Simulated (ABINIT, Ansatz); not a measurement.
# CsVN2 (Fd-3m): G0W0 on several meshes in ABINIT

How does the mesh move the gap of CsVN2 (Fd-3m)?

Calculated with ABINIT 10.8.3; PBEsol and many-body steps on it, plane waves.

## (1) Set-up

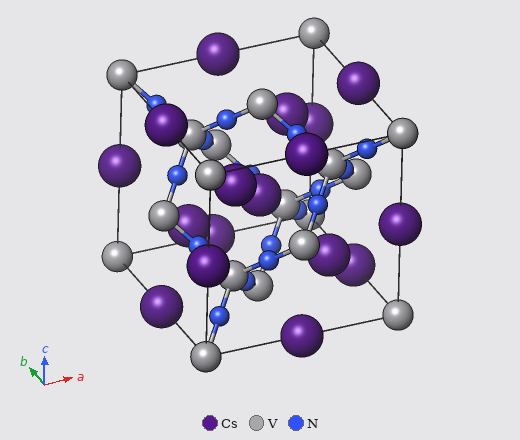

The starting structure, seen slightly off an axis (caesium purple, vanadium grey, nitrogen blue). This picture shows the conventional cell, with its axes. Bonds to atoms that aren't drawn are left out. Some periodic images of atoms are drawn too.

The cell and positions are those that the Materials Project relaxed with its own functionals (PBE, PBE+U or r2SCAN), kept fixed. Spin-orbit coupling is left out unless a step names it.

## (2) Empty states on the mesh, 2×2×2 mesh, 293 bands

This step: ABINIT 10.8.3; DFT, PBEsol, plane waves, norm-conserving pseudopotentials.

The sums over transitions need many empty states on a uniform mesh; this step solves for them.

Contents of run.abi:

```
acell 3*1.0 Angstrom
rprim 
  0.000000000000 4.171935907400 4.171935907400
  4.171935907400 0.000000000000 4.171935907400
  4.171935907400 4.171935907400 0.000000000000
ntypat 3
znucl 55 23 7
natom 8
typat 1 1 2 2 3 3 3 3
xred 
  0.250000000000 0.250000000000 0.250000000000
  -0.000000000000 0.000000000000 -0.000000000000
  0.750000000000 0.750000000000 0.750000000000
  0.500000000000 0.500000000000 0.500000000000
  0.625000000000 0.625000000000 0.625000000000
  0.125000000000 0.625000000000 0.625000000000
  0.625000000000 0.125000000000 0.625000000000
  0.625000000000 0.625000000000 0.125000000000
pp_dirpath "pseudos"
pseudos "Cs.upf, V.upf, N.upf"
ecut 38
ngkpt 2 2 2
nshiftk 1
shiftk 0 0 0
kptopt 1
chksymbreak 0
iscf -2
irdden 1
istwfk *1
nband 293
nbdbuf 26
tolwfr 1e-09
nstep 60
prtvol 0
indata_prefix "in"
outdata_prefix "out"
tmpdata_prefix "tmp"
```

Command:

```console
$ OMP_NUM_THREADS=1 mpirun -n 4 abinit run.abi > log
```

Numbers of over 12 decimals in the logs are rounded to 6 here.

The program printed:

```text
.Version 10.8.3 of ABINIT. v10.8.2 released Aug 2026.

 Symmetries : space group Fd -3 m (#227); Bravais cF (face-center cubic)
[... echo of the input left out ...]
== DATASET  1 ==================================================================
-   mpi_nproc: 4, omp_nthreads: 1 (-1 if OMP is not activated)
-    --> not optimal distribution: autoparal keyword recommended in input file <--

--- !DatasetInfo
iteration_state: {dtset: 1, }
dimensions: {natom: 8, nkpt: 3, mband: 293, nsppol: 1, nspinor: 1, nspden: 1, mpw: 10969, }
cutoff_energies: {ecut:  38.0, pawecutdg:  -1.0, }
[...]
2.73997    2.73997    2.74304    2.74304    2.74304    2.75257    2.75257    2.75257
   2.75308    2.75308    2.75308    2.78472    2.82001    2.84768    2.85546    2.85569
   2.85609    2.86645    2.86754    2.86923    2.87029
 prteigrs : prtvol=0 or 1, do not print more k-points.

== END DATASET(S) ==============================================================
================================================================================

 -outvars: echo values of variables after computation  --------
            nband         293
             nkpt           3
          spgroup         227
 [... the other variables as echoed above ...]

 Calculation completed.
```

It took 5.3 min on 4 MPI ranks of Arm Neoverse N1, shared host; peak memory 0.58 GiB; 21 min of CPU time.

This step gave:

```
gap                                                           : 0.5295 eV
k of the valence top                                          : 0.5, 0, 0
k of the conduction bottom                                    : 0, 0, 0
least direct gap                                              : 0.5491 eV
k points computed                                             : 3
lowest point of the top converged band, above the valence top : 68.3376 eV
```

On this mesh the gap is 0.530 eV.

The density comes from a self-consistent run that is not shown.

## (3) Screening, 2×2×2 mesh, 128 bands, screening to 114.3 eV

The RPA dielectric matrix is built and inverted for each q.

This step: RPA screening on PBEsol, plane waves, norm-conserving pseudopotentials.

Edit run.abi of step 2 so:

```diff
@@ -26,10 +26,11 @@
 chksymbreak 0
-iscf -2
-irdden 1
 istwfk *1
-nband 293
-nbdbuf 26
-tolwfr 1e-09
-nstep 60
-prtvol 0
+occopt 1
+irdwfk 1
+optdriver 3
+nband 128
+ecuteps 4.2
+inclvkb 2
+awtr 1
+symchi 1
 indata_prefix "in"
```

The program printed:

```text
.Version 10.8.3 of ABINIT. v10.8.2 released Aug 2026.

 Symmetries : space group Fd -3 m (#227); Bravais cF (face-center cubic)
[... echo of the input left out ...]
== DATASET  1 ==================================================================
-   mpi_nproc: 4, omp_nthreads: 1 (-1 if OMP is not activated)

--- !DatasetInfo
iteration_state: {dtset: 1, }
dimensions: {natom: 8, nkpt: 3, mband: 128, nsppol: 1, nspinor: 1, nspden: 1, mpw: 10969, }
cutoff_energies: {ecut:  38.0, pawecutdg:  -1.0, }
electrons: {nelect:   6.40000000E+01, charge:   0.00000000E+00, occopt:   1.00000000E+00, tsmear:   1.00000000E-02, }

 SCREENING: Calculation of the susceptibility and dielectric matrices

 Based on a program developped by R.W. Godby, V. Olevano, G. Onida, and L. Reining.
 Incorporated in ABINIT by V. Olevano, G.-M. Rignanese, and M. Torrent.
.Using double precision arithmetic ; gwpc =  8

[... cell and pseudopotentials left out ...]
--------------------------------------------------------------------------------

 ==== K-mesh for the wavefunctions ====
 Number of points in the irreducible wedge :     3
[... list of points left out ...]
 Together with 48 symmetry operations and time-reversal symmetry
 yields     8 points in the full Brillouin Zone.

 ==== Q-mesh for the screening function ====
 Number of points in the irreducible wedge :     3
[... list of points left out ...]
 Together with 48 symmetry operations and time-reversal symmetry
 yields     8 points in the full Brillouin Zone.

 setmesh: FFT mesh size selected  =    48x   48x   48
          total number of points  =       110592

 vcoul_init : cutoff-mode = AUXILIARY_FUNCTION
 q-points for optical limit:   1
     1)      0.000010    0.000020    0.000030

- screening: taking advantage of time-reversal symmetry
- Maximum band index for partially occupied states nbvw = 32
- Remaining bands to be divided among processors   nbcw = 96
- Number of bands treated by each node ~24

 Number of electrons calculated from density =   64.0000; Expected =   64.0000
 average of density, n =  0.065304
 r_s =    1.5405
 omega_plasma =   24.6505 [eV]

 calculating chi0 at frequencies [eV] :
  1    0.000000E+00    0.000000E+00
  2    0.000000E+00    2.465051E+01

--------------------------------------------------------------------------------
  q-point number  1        q = ( 0.000000, 0.000000, 0.000000) [r.l.u.]
--------------------------------------------------------------------------------
[... chi0 elements left out ...]
 For q-point:  0.000010 0.000020 0.000030
  dielectric constant = 117.0985
  dielectric constant without local fields = 127.7220

  Average fulfillment of the sum rule on Im[epsilon] for q-point    1 :     49.24  [%]
[... wings left out ...]
  q-point number  2        q = ( 0.500000, 0.000000, 0.000000) [r.l.u.]
--------------------------------------------------------------------------------
[... chi0 elements left out ...]
  Average fulfillment of the sum rule on Im[epsilon] for q-point    2 :     56.71  [%]

 [... 1 further q-points ...]
```

Wall time 81 s (4 MPI ranks); peak memory 2.4 GiB; 5.4 min of CPU time.

This step gave:

```yaml
eps_infinity_with_local_fields_on_this_mesh_along_the_program_s_q_direction: 117.1
the_same_without_local_fields: 127.7
plasma_frequency: 24.65 eV
plane_waves_in_the_screening_matrix: 411
```

Local fields lower ε∞ by 8 %. The value itself is an artefact of the mesh, where one narrow direct gap carries too much weight.

## (4) 2×2×2

The self-energy is evaluated for the states that the input lists, and the levels follow from it, in one-shot runs by the linearised quasiparticle equation.

This step: G0W0 on PBEsol, plane waves, norm-conserving pseudopotentials.

Edit run.abi of step 3 so:

```diff
@@ -29,8 +29,17 @@
 irdwfk 1
-optdriver 3
+optdriver 4
 nband 128
+gwcalctyp 0
+ecutsigx 38
+symsigma 1
+nkptgw 2
+kptgw 
+  0.5000000000 0.0000000000 0.0000000000
+  0.0000000000 0.0000000000 0.0000000000
+bdgw 
+  30 34
+  30 34
 ecuteps 4.2
-inclvkb 2
-awtr 1
-symchi 1
+irdscr 1
+ppmodel 1
 indata_prefix "in"
```

The program printed:

```text
.Version 10.8.3 of ABINIT. v10.8.2 released Aug 2026.

 Symmetries : space group Fd -3 m (#227); Bravais cF (face-center cubic)
[... echo of the input left out ...]
== DATASET  1 ==================================================================
-   mpi_nproc: 4, omp_nthreads: 1 (-1 if OMP is not activated)

--- !DatasetInfo
iteration_state: {dtset: 1, }
dimensions: {natom: 8, nkpt: 3, mband: 128, nsppol: 1, nspinor: 1, nspden: 1, mpw: 10969, }
cutoff_energies: {ecut:  38.0, pawecutdg:  -1.0, }
electrons: {nelect:   6.40000000E+01, charge:   0.00000000E+00, occopt:   1.00000000E+00, tsmear:   1.00000000E-02, }

 SIGMA: Calculation of the GW corrections

 Based on a program developped by R.W. Godby, V. Olevano, G. Onida, and L. Reining.
 Incorporated in ABINIT by V. Olevano, G.-M. Rignanese, and M. Torrent.
.Using double precision arithmetic ; gwpc =  8

[... cell and pseudopotentials left out ...]
--------------------------------------------------------------------------------

 ==== K-mesh for the wavefunctions ====
 Number of points in the irreducible wedge :     3
[... list of points left out ...]
 Together with 48 symmetry operations and time-reversal symmetry
 yields     8 points in the full Brillouin Zone.

 ==== Q-mesh for screening function ====
 Number of points in the irreducible wedge :     3
[... list of points left out ...]
 Together with 48 symmetry operations and time-reversal symmetry
 yields     8 points in the full Brillouin Zone.

 vcoul_init : cutoff-mode = AUXILIARY_FUNCTION
 q-points for optical limit:   1
     1)      0.000010    0.000020    0.000030
 setmesh: FFT mesh size selected  =    64x   64x   64
          total number of points  =       262144

 Number of electrons calculated from density =   64.0000; Expected =   64.0000
 average of density, n =  0.065304
 r_s =    1.5405
 omega_plasma =   24.6505 [eV]

 === KS Band Gaps ===
  >>>> For spin  1
   Minimum direct gap =   0.5492 [eV], located at k-point      :   0.0000  0.0000  0.0000
   Fundamental gap    =   0.5296 [eV], Top of valence bands at :   0.5000  0.0000  0.0000
                                       Bottom of conduction at :   0.0000  0.0000  0.0000
 SIGMA fundamental parameters:
 PLASMON POLE MODEL  1
 number of plane-waves for SigmaX                10969
 number of plane-waves for SigmaC and W            411
 number of plane-waves for wavefunctions         10969
 number of bands                                   128
 number of independent spin polarizations            1
 number of spinorial components                      1
 number of k-points in IBZ                           3
 number of q-points in IBZ                           3
 number of symmetry operations                      48
 number of k-points in BZ                            8
 number of q-points in BZ                            8
 number of frequencies for dSigma/dE                 9
 frequency step for dSigma/dE [eV]                0.25
 number of omega for Sigma on real axis              0
 max omega for Sigma on real axis  [eV]           0.00
 zcut for avoiding poles [eV]                     0.10

 EPSILON^-1 parameters (SCR file):
 dimension of the eps^-1 matrix on file            411
 dimension of the eps^-1 matrix used               411
 number of plane-waves for wavefunctions         10969
 number of bands                                   128
 number of q-points in IBZ                           3
 number of frequencies                               2
 number of real frequencies                          1
 number of imag frequencies                          1

 matrix elements of self-energy operator (all in [eV])

 Perturbative Calculation

--- !SelfEnergy_ee
iteration_state: {dtset: 1, }
kpoint     : [   0.500,    0.000,    0.000, ]
spin       : 1
KS_gap     :    0.920
QP_gap     :    1.673
Delta_QP_KS:    0.754
data: !SigmaeeData |
     Band     E0 <VxcDFT>   SigX SigC(E0)      Z dSigC/dE  Sig(E)    E-E0       E
       30   4.047 -15.065 -17.863   3.619   0.752  -0.330 -14.448   0.617   4.664
       31   4.047 -15.065 -17.863   3.619   0.752  -0.330 -14.448   0.617   4.664
       32   5.656 -16.496 -18.840   3.479   0.748  -0.338 -15.647   0.848   6.504
       33   6.576 -20.433 -13.810  -4.485   0.749  -0.335 -18.831   1.602   8.177
       34   6.576 -20.433 -13.810  -4.485   0.749  -0.335 -18.831   1.602   8.177

--- !SelfEnergy_ee
iteration_state: {dtset: 1, }
kpoint     : [   0.000,    0.000,    0.000, ]
spin       : 1
KS_gap     :    0.549
QP_gap     :    1.362
Delta_QP_KS:    0.813
data: !SigmaeeData |
     Band     E0 <VxcDFT>   SigX SigC(E0)      Z dSigC/dE  Sig(E)    E-E0       E
       30   5.636 -16.446 -18.790   3.472   0.748  -0.337 -15.602   0.844   6.480
       31   5.636 -16.446 -18.790   3.472   0.748  -0.337 -15.602   0.844   6.480
       32   5.636 -16.446 -18.790   3.472   0.748  -0.337 -15.602   0.844   6.480
       33   6.186 -21.099 -14.214  -4.655   0.743  -0.346 -19.443   1.657   7.842
       34   6.186 -21.099 -14.214  -4.655   0.743  -0.346 -19.443   1.657   7.842

== END DATASET(S) ==============================================================
================================================================================

 -outvars: echo values of variables after computation  --------
           etotal      0.0000000000E+00
            nband         128
             nkpt           3
          spgroup         227
 [... the other variables as echoed above ...]

 Calculation completed.
```

Wall time 27 s (4 MPI ranks); peak memory 1.6 GiB; 1.8 min of CPU time.

This step gave:

| Quantity | Value |
| --- | --- |
| G0W0 gap on the points computed | 1.338 eV |
| starting gap on the mesh | 0.5295 eV |
| k of the valence top | 0.5, 0, 0 |
| k of the conduction bottom | 0, 0, 0 |
| Z at the valence top | 0.748 |
| Z at the conduction bottom | 0.743 |
| least direct G0W0 gap on the computed points | 1.362 eV |

The gap on the mesh goes from 0.53 eV to 1.34 eV, a correction of +0.81 eV.

## (5) Empty states on the mesh, 4×4×4 mesh, 140 bands

This step: DFT, PBEsol, plane waves, norm-conserving pseudopotentials.

Edit run.abi of step 4 so:

```diff
@@ -21,3 +21,3 @@
 ecut 38
-ngkpt 2 2 2
+ngkpt 4 4 4
 nshiftk 1
@@ -26,20 +26,10 @@
 chksymbreak 0
+iscf -2
+irdden 1
 istwfk *1
-occopt 1
-irdwfk 1
-optdriver 4
-nband 128
-gwcalctyp 0
-ecutsigx 38
-symsigma 1
-nkptgw 2
-kptgw 
-  0.5000000000 0.0000000000 0.0000000000
-  0.0000000000 0.0000000000 0.0000000000
-bdgw 
-  30 34
-  30 34
-ecuteps 4.2
-irdscr 1
-ppmodel 1
+nband 140
+nbdbuf 12
+tolwfr 1e-09
+nstep 60
+prtvol 0
 indata_prefix "in"
```

The program printed:

```text
.Version 10.8.3 of ABINIT. v10.8.2 released Aug 2026.

 Symmetries : space group Fd -3 m (#227); Bravais cF (face-center cubic)
[... echo of the input left out ...]
== DATASET  1 ==================================================================
-   mpi_nproc: 4, omp_nthreads: 1 (-1 if OMP is not activated)

--- !DatasetInfo
iteration_state: {dtset: 1, }
dimensions: {natom: 8, nkpt: 8, mband: 140, nsppol: 1, nspinor: 1, nspden: 1, mpw: 11002, }
cutoff_energies: {ecut:  38.0, pawecutdg:  -1.0, }
[...]
1.43037    1.43037    1.45839    1.45839    1.45839    1.46402    1.46402    1.46402
   1.48472    1.49464    1.49464    1.49464    1.49476    1.51564    1.51564    1.51590
   1.52739    1.52777    1.52924    1.52924
 prteigrs : prtvol=0 or 1, do not print more k-points.

== END DATASET(S) ==============================================================
================================================================================

 -outvars: echo values of variables after computation  --------
            nband         140
             nkpt           8
          spgroup         227
 [... the other variables as echoed above ...]

 Calculation completed.
```

The job ended after 3.5 min (4 MPI ranks; peak memory 0.61 GiB; 14 min of CPU time).

This step gave:

| Property | Result |
| --- | --- |
| gap | 0.5295 eV |
| k of the valence top | 0.5, 0, 0 |
| k of the conduction bottom | 0, 0, 0 |
| least direct gap | 0.5491 eV |
| k points computed | 8 |
| lowest point of the top converged band, above the valence top | 33.44 eV |

On this mesh the gap is 0.530 eV.

## (6) Screening, 4×4×4 mesh, 128 bands, screening to 114.3 eV

This step: RPA screening on PBEsol, plane waves, norm-conserving pseudopotentials.

Edit run.abi of step 5 so:

```diff
@@ -26,10 +26,11 @@
 chksymbreak 0
-iscf -2
-irdden 1
 istwfk *1
-nband 140
-nbdbuf 12
-tolwfr 1e-09
-nstep 60
-prtvol 0
+occopt 1
+irdwfk 1
+optdriver 3
+nband 128
+ecuteps 4.2
+inclvkb 2
+awtr 1
+symchi 1
 indata_prefix "in"
```

The program printed:

```text
.Version 10.8.3 of ABINIT. v10.8.2 released Aug 2026.

 Symmetries : space group Fd -3 m (#227); Bravais cF (face-center cubic)
[... echo of the input left out ...]
== DATASET  1 ==================================================================
-   mpi_nproc: 4, omp_nthreads: 1 (-1 if OMP is not activated)

--- !DatasetInfo
iteration_state: {dtset: 1, }
dimensions: {natom: 8, nkpt: 8, mband: 128, nsppol: 1, nspinor: 1, nspden: 1, mpw: 11002, }
cutoff_energies: {ecut:  38.0, pawecutdg:  -1.0, }
electrons: {nelect:   6.40000000E+01, charge:   0.00000000E+00, occopt:   1.00000000E+00, tsmear:   1.00000000E-02, }

 SCREENING: Calculation of the susceptibility and dielectric matrices

 Based on a program developped by R.W. Godby, V. Olevano, G. Onida, and L. Reining.
 Incorporated in ABINIT by V. Olevano, G.-M. Rignanese, and M. Torrent.
.Using double precision arithmetic ; gwpc =  8

[... cell and pseudopotentials left out ...]
--------------------------------------------------------------------------------

 ==== K-mesh for the wavefunctions ====
 Number of points in the irreducible wedge :     8
[... list of points left out ...]
 Together with 48 symmetry operations and time-reversal symmetry
 yields    64 points in the full Brillouin Zone.

 ==== Q-mesh for the screening function ====
 Number of points in the irreducible wedge :     8
[... list of points left out ...]
 Together with 48 symmetry operations and time-reversal symmetry
 yields    64 points in the full Brillouin Zone.

 setmesh: FFT mesh size selected  =    48x   48x   48
          total number of points  =       110592

 vcoul_init : cutoff-mode = AUXILIARY_FUNCTION
 q-points for optical limit:   1
     1)      0.000010    0.000020    0.000030

- screening: taking advantage of time-reversal symmetry
- Maximum band index for partially occupied states nbvw = 32
- Remaining bands to be divided among processors   nbcw = 96
- Number of bands treated by each node ~24

 Number of electrons calculated from density =   64.0000; Expected =   64.0000
 average of density, n =  0.065304
 r_s =    1.5405
 omega_plasma =   24.6505 [eV]

 calculating chi0 at frequencies [eV] :
  1    0.000000E+00    0.000000E+00
  2    0.000000E+00    2.465051E+01

--------------------------------------------------------------------------------
  q-point number  1        q = ( 0.000000, 0.000000, 0.000000) [r.l.u.]
--------------------------------------------------------------------------------
[... chi0 elements left out ...]
 For q-point:  0.000010 0.000020 0.000030
  dielectric constant =  35.3049
  dielectric constant without local fields =  37.1796

  Average fulfillment of the sum rule on Im[epsilon] for q-point    1 :     49.37  [%]
[... wings left out ...]
  q-point number  2        q = ( 0.250000, 0.000000, 0.000000) [r.l.u.]
--------------------------------------------------------------------------------
[... chi0 elements left out ...]
  Average fulfillment of the sum rule on Im[epsilon] for q-point    2 :     63.27  [%]

 [... 6 further q-points ...]
```

Run time: 11 min. Hardware: 4 MPI ranks; peak memory 4.5 GiB.

This step gave:

| Item | Value |
| --- | --- |
| ε∞ with local fields, on this mesh, along the program's q direction | 35.30 |
| the same without local fields | 37.18 |
| plasma frequency | 24.65 eV |
| plane waves in the screening matrix | 411 |

(Continued in part 2 of 2.)

[Paths, hosts, dates, memory and timing lines, banners, echoed tables and standing remarks are left out of the program output.]

[Logs are printed without paths, hosts, clocks, repeated set-up lines and the standing remarks that a program may print on its own settings, such as how far it seeks lower states.]

[Runs of the session that timed out or met a known fault of the program may be left out.]

[Hosts, paths, dates, database ids (printed as entryN), source tags and the programs' standing remarks are cut or masked in the printed files.]

[G0W0 gaps are taken among the corrected bands and points alone; a level outside them can change the order at an edge.]

[Where Ansatz stands beside ABINIT at settings called matched, ABINIT's density can come from a denser mesh and the files from another edition; pairs whose starting gaps differed by over 0.03 eV were left out, so agreement reads better than it is.]
